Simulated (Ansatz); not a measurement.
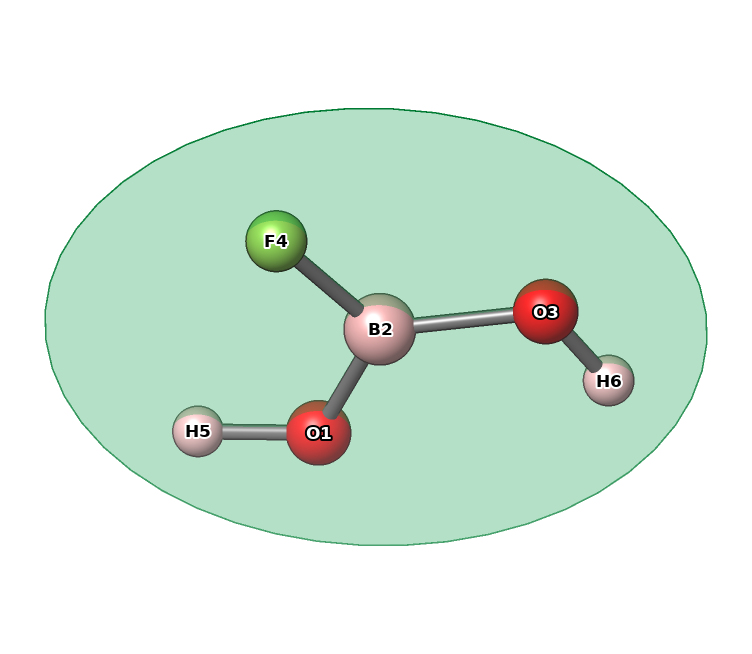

A disc through the centre of mass is drawn in. Distant atoms are faded towards the background colour. The computed structure is the end point of a PBE-D4/def2-SVP optimisation. No frequency run is at hand to confirm it as a minimum.

Q: Is the plane of the disc a mirror plane of the structure?

A: Yes. The reflection leaves O1, B2, O3, F4, H5, H6 in place. The point group is Cs.
